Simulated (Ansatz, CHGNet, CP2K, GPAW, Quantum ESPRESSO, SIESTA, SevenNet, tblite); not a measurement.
## Glassy 76SiO2-24MgO (mol %) (94 atoms) in tblite

Wanted: tblite inputs and outputs for glassy 76SiO2-24MgO (mol %) (94 atoms), checked against a plane-wave reference.

Method: the method is named at each step, in tblite 0.8.0.

### 1. The starting structure

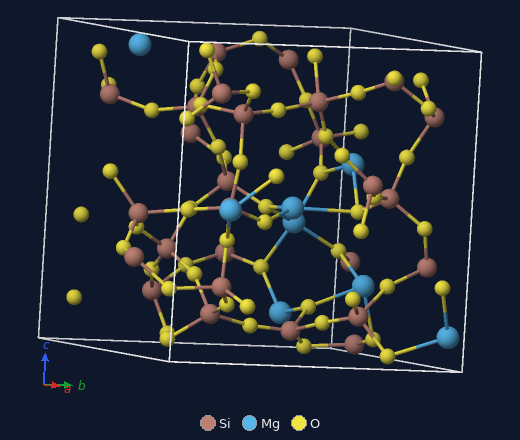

The cell as given, slightly off an axis (silicon pink, magnesium blue, oxygen yellow). Bonds to atoms that aren't drawn are left out. Some periodic images of atoms are drawn too.

The cell holds 94 atoms: 26 Si, 8 Mg and 60 O. Cell: a = 10.793 Å, b = 10.793 Å, c = 10.793 Å, α = 90.0°, β = 90.0°, γ = 90.0°. 94 atoms (26 Si, 8 Mg, 60 O) placed at random at 2.34 g/cm³, melted at 4000 K for 10 ps at fixed volume with the Morse and Coulomb pair potential with partial charges (Pedone, Malavasi, Menziani, Cormack and Segre, J. Phys. Chem. B 110, 11780 (2006)). Quenched from 4000 K to 300 K at 50 K/ps and fixed volume, held 10 ps at zero pressure. Then every atom was moved at random, 0.05 Å r.m.s. a Cartesian component.

The yardstick, on the same geometry:

```
method                                           : Kohn-Sham DFT, PBE, SSSP efficiency 1.3.0 pseudopotentials, plane waves (Quantum ESPRESSO 7.5); sssp-pbe-1.3.0-efficiency, cutoffs 60/480 Ry, Γ point
r.m.s. force component                           : 2.817 eV/Å
longest force                                    : 15.85 eV/Å
pressure                                         : 5.792 GPa
gap (highest filled to lowest empty level) : 1.872 eV
time                                             : 3.4 min on 4 MPI ranks of Arm Neoverse V1, shared host
CPU time                                         : 13 min
```

### 2. GFN1-xTB

Method: GFN1-xTB tight binding, diagonalisation.

Input file run.py:

```python
import numpy as np
from ase.io import read
from tblite.ase import TBLite

atoms = read("structure.xyz")
atoms.calc = TBLite(method="GFN1-xTB", electronic_temperature=580, accuracy=1.0, max_iterations=250, mixer_damping=0.4, verbosity=1)
energy = atoms.get_potential_energy()
forces = atoms.get_forces()
print(f"energy {energy:.6f} eV")
print("forces (eV/A)")
for i, (a, f) in enumerate(zip(atoms, forces)):
    print(f"{i:4d} {a.symbol:2s} {f[0]:10.5f} {f[1]:10.5f} {f[2]:10.5f}")
stress = -atoms.get_stress(voigt=False) * 160.21766
print("stress (GPa, compression positive)")
for row in stress:
    print(" ".join(f"{x:10.4f}" for x in row))
print("charges (e)")
print(np.array2string(atoms.get_charges(), precision=4, suppress_small=True, max_line_width=110, threshold=100000))
```

Input file structure.xyz:

```xyz
94
Lattice="10.79285 0.00000 0.00000 0.00000 10.79285 0.00000 0.00000 0.00000 10.79285" Properties=species:S:1:pos:R:3 pbc="T T T"
Si 4.18104 3.43277 8.21811
Si 2.12004 4.95327 9.93978
Si 1.86727 1.24398 8.39295
Si 1.22445 10.74720 3.00915
Si 0.41326 4.95554 7.09285
Si 9.47396 1.92739 9.01052
Si 7.88666 10.51990 8.37234
Si 8.59888 2.74160 2.44555
Si 0.74384 3.73497 1.78158
Si 7.43627 3.41270 5.06023
Si 7.14692 3.81937 8.19825
Si 3.30175 3.03765 3.36133
Si 7.43390 10.78368 3.27908
Si 5.83073 3.63071 1.36400
Si 1.73063 9.18256 7.17401
Si 3.15378 5.16524 5.68783
Si 0.09908 6.62314 3.10478
Si 2.47038 10.51990 0.30932
Si 6.49287 6.85961 8.66374
Si 9.21709 8.36457 9.61265
Si 5.74039 6.66566 0.88728
Si 8.33445 7.96296 1.59918
Si 10.14204 7.38879 6.12991
Si 1.52870 7.89292 9.74864
Si 7.64058 9.15061 5.56123
Si 5.17863 1.07000 4.62776
Mg 2.77916 7.88580 4.37510
Mg 9.61373 10.72777 1.08036
Mg 4.72284 9.05175 6.49352
Mg 5.78518 6.45445 5.02234
Mg 10.46799 2.06446 5.14733
Mg 5.36653 0.66106 10.30814
Mg 2.82568 7.56741 1.30960
Mg 4.50256 9.80142 2.39968
O 6.29730 8.63784 4.99504
O 5.85890 0.29367 3.48318
O 3.99854 10.50781 0.59145
O 2.21707 0.60354 9.83272
O 2.84402 8.73919 6.06170
O 3.76746 1.65735 4.07829
O 6.13671 2.44857 4.86337
O 5.61951 5.22266 1.00805
O 2.98789 2.31895 7.96750
O 0.41995 5.06401 2.65796
O 1.80143 8.97415 0.15132
O 8.51783 2.88083 4.02260
O 1.09429 4.79408 8.72203
O 9.34855 9.62075 8.74739
O 10.63862 7.72315 9.79332
O 10.19601 6.16822 7.10796
O 4.01634 4.37143 6.88033
O 2.05075 6.54565 10.44942
O 5.80709 2.84305 8.38227
O 10.67229 6.81698 4.61438
O 8.03668 10.34246 4.61524
O 4.52620 7.81759 1.64213
[... 34 atom lines left out ...]
O 1.57468 10.69312 7.42332
O 0.28752 1.89263 8.60946
O 1.63048 7.29553 2.75498
O 5.87811 7.47383 7.47934
```

On the command line:

```console
OMP_NUM_THREADS=1 python run.py > output.txt
```

What it wrote:

```text
------------------------------------------------------------
  cycle        total energy    energy error   density error
------------------------------------------------------------
      1     -318.2131248815  -3.2003747E+02   1.0884690E+00
      2     -332.8471792970  -1.4634054E+01   6.6444628E-01
      3     -337.4302813191  -4.5831020E+00   4.4578298E-01
      4     -341.1651546398  -3.7348733E+00   9.9200159E-02
      5     -341.4159274510  -2.5077281E-01   6.0465998E-02
      6     -341.5654827313  -1.4955528E-01   1.1005194E-02
      7     -341.5685453016  -3.0625703E-03   4.9197354E-03
      8     -341.5690523564  -5.0705479E-04   2.6753413E-03
      9     -341.5691969438  -1.4458739E-04   7.1352586E-04
     10     -341.5692086293  -1.1685567E-05   2.7351981E-04
     11     -341.5692110372  -2.4078391E-06   6.5882903E-05
     12     -341.5692111965  -1.5932676E-07   2.1762380E-05
     13     -341.5692112005  -4.0282089E-09   1.0583589E-05
------------------------------------------------------------
 total:                                   4.797 sec
energy -9294.571660 eV
forces (eV/A)
   0 Si    0.71930    0.53941   -1.41651
   1 Si   -3.80956   -0.14078    1.07439
   2 Si   -3.40905    0.54872   -0.36718
   3 Si   -2.13358   -1.39943    3.57176
   4 Si    1.95512   -4.29998    0.42753
   5 Si    1.24075    2.38306    3.48675
   6 Si    0.39124   -2.34938   -1.21189
   7 Si   -0.47963   -1.35067   -2.04400
   8 Si    1.11467    1.26714    1.93321
   9 Si   -4.00202    4.37498    0.05688
  10 Si    4.76144   -6.38729   -0.86145
  11 Si    5.06599    0.04042    3.37076
  12 Si    0.28964   -2.46841   -3.61108
  13 Si   -6.61285   -3.58174   -1.51705
  14 Si   -0.46631   -1.15927   -7.16424
  15 Si    5.12564   -1.41134   -1.28589
  16 Si    3.43845   -0.02917   -2.95868
  17 Si   -1.20575   -0.00776    1.73868
  18 Si    2.02948   -0.79151    4.75562
  19 Si    1.23968   -0.27335    0.76224
  20 Si   -2.65597    9.46638   -0.33543
  21 Si   10.92747   10.48590    5.01420
  22 Si   -1.19552    1.42690   -3.39462
  23 Si   -4.27757   -1.16280    5.20484
[...]
86 O     0.47343    2.42831   -2.69950
  87 O    -0.72319    0.61730    0.04362
  88 O    -0.08486   -0.39474    1.54717
  89 O    -3.43612   -2.08784    0.00229
  90 O     0.62381    3.96561    0.82698
  91 O     2.04839   -0.33209   -1.34949
  92 O    -1.25291   -0.67592    0.35560
  93 O    -3.07342    2.28749   -3.97596
stress (GPa, compression positive)
    7.4219     1.7615     1.6372
    1.7615    10.6692    -1.4828
    1.6372    -1.4828    12.3390
charges (e)
[ 0.5168  0.4929  0.4904  0.4077  0.4829  0.4642  0.462   0.5358  0.4873  0.4493  0.48    0.4685  0.5018
  0.4551  0.4797  0.4346  0.4546  0.4518  0.4427  0.4667  0.4564  0.4752  0.4982  0.4994  0.4596  0.4629
  0.776   0.7596  0.7643  0.7426  0.7414  0.7435  0.7957  0.7405 -0.4899 -0.2623 -0.4591 -0.2376 -0.479
 -0.2513 -0.2584 -0.2026 -0.2131 -0.2763 -0.3061 -0.2402 -0.2623 -0.2974 -0.2547 -0.2084 -0.2644 -0.2822
 -0.2542 -0.2408 -0.2391 -0.5351 -0.1994 -0.2489 -0.2502 -0.4778 -0.21   -0.2592 -0.3286 -0.4689 -0.4579
 -0.4262 -0.2942 -0.2362 -0.2781 -0.1835 -0.2728 -0.2926 -0.2255 -0.4175 -0.2166 -0.2959 -0.4633 -0.4635
 -0.2041 -0.4578 -0.2607 -0.4829 -0.2843 -0.2383 -0.2266 -0.2052 -0.4676 -0.2228 -0.2471 -0.2023 -0.2169
 -0.2462 -0.496  -0.4   ]
```

Run time: 5.4 s. Hardware: 1 thread of Arm Neoverse V1, shared host; peak memory 0.13 GiB.

Banners, paths, timers and routine set-up lines are dropped from the logs unmarked, and long logs keep their key lines alone; longer cuts are marked.

Against the reference:

| Property | Result |
| --- | --- |
| r.m.s. force component | 2.572 eV/Å |
| r.m.s. difference of force components | 651.3 meV/Å |
| longest difference of force vectors | 3110 meV/Å |
| force difference over r.m.s. force | 23.12 % |
| slope of forces against the reference's | 0.8901 |
| correlation of force components | 0.9749 |
| pressure | 10.14 GPa |
| pressure difference | 4.351 GPa |

Length of the force difference by element (eV/Å):

| element | atoms | mean | most |
| --- | --- | --- | --- |
| Mg | 8 | 1.0 | 1.9 |
| O | 60 | 0.73 | 1.7 |
| Si | 26 | 1.5 | 3.1 |

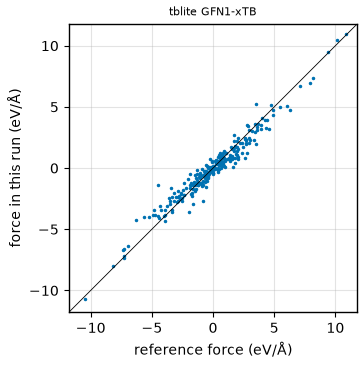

Force components against those of the reference; the line marks equality.

The surroundings of O83, which has 3 bonded neighbours where the commonest count for O is 2, nearest first, numbered as they follow in the input and with coordinates relative to it.

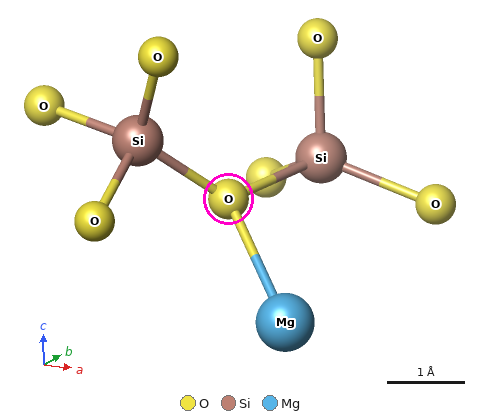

The atoms of the table, within 2.9 Å (arrows a, b, c point along x, y, z); some may hide others; the central atom is ringed.

| atom | x | y | z | distance (Å) | bonds | Mulliken charge (e) | Fx | Fy | Fz (eV/Å) |
| --- | --- | --- | --- | --- | --- | --- | --- | --- | --- |
| O83 | 0.00 | 0.00 | 0.00 | 0.00 | 3 | -0.28 | 0.90 | 2.97 | -0.44 |
| Si13 | -0.76 | -1.00 | 0.98 | 1.59 | 4 | 0.50 | 0.29 | -2.47 | -3.61 |
| Si8 | 0.40 | 1.75 | 0.14 | 1.80 | 4 | 0.54 | -0.48 | -1.35 | -2.04 |
| Mg28 | 1.42 | -1.06 | -1.22 | 2.15 | 4 | 0.76 | 0.48 | -0.16 | 0.30 |
| O46 | 0.32 | 1.89 | 1.72 | 2.57 | 3 | -0.24 | 2.26 | -0.05 | 0.13 |
| O63 | -0.58 | -2.50 | 0.30 | 2.59 | 2 | -0.33 | 0.69 | -1.73 | -3.39 |
| O36 | -2.34 | -0.70 | 1.18 | 2.71 | 3 | -0.26 | 0.88 | -2.03 | -3.80 |
| O55 | -0.16 | -1.44 | 2.31 | 2.73 | 2 | -0.24 | 3.10 | 3.14 | 2.19 |
| O57 | -0.92 | 2.58 | -0.52 | 2.79 | 2 | -0.20 | 7.36 | -1.75 | 2.05 |
| O90 | 1.93 | 2.06 | -0.39 | 2.85 | 2 | -0.20 | -3.44 | -2.09 | 0.00 |

Atoms are counted from 1 here, from 0 in the log.

Forces lie 23 % from the reference's, at 0.0067 times its CPU time (on 1 against 4 cores).

### 3. Results

- force difference from the reference: tblite GFN1-xTB, 23 %
- its CPU time: 5.4 s

In words: Tight binding differs by 23 % (tblite GFN1-xTB); it is another model, with fitted parameters of its own, and the xTB methods hold dispersion. One electronic-structure run takes under half the reference's CPU time: tblite GFN1-xTB, at 23 % in 5.4 s against 13 min; its pressure misses by +4.4 GPa. Periodic xTB results under one method name differ between programs and library versions. Forces of 2.8 eV/Å r.m.s. are well above thermal ones: they come largely from the bond lengths of the classical model and from the random displacements, and they dominate the comparison. The reference's pressure holds the uncorrected Pulay stress of its 60 Ry basis, so small pressure differences, and their order, may be the reference's own error. The quench rate of 50 K/ps is many orders above laboratory rates, so the cell is likely richer in defects and strain than a real sample. The network of bonds at the start is that of the classical potential that made the cell, and needn't be the one that DFT or experiment would give. The reference's stress is far from hydrostatic: its diagonal is 3.2, 6.1, 8.1 GPa, compression counted positive. The electronic-structure runs sample only Γ, in a cell whose shortest periodic width is 11 Å.

[Also dropped from logs without a mark: logging warnings of Python, and SIESTA's first energy breakdown and zero terms.]

[Logs are printed without paths, hosts, clocks, repeated set-up lines and the standing remarks that a program may print on its own settings, such as how far it seeks lower states.]

[Hosts, paths, dates, database ids (printed as entryN), source tags and the programs' standing remarks are cut or masked in the printed files.]
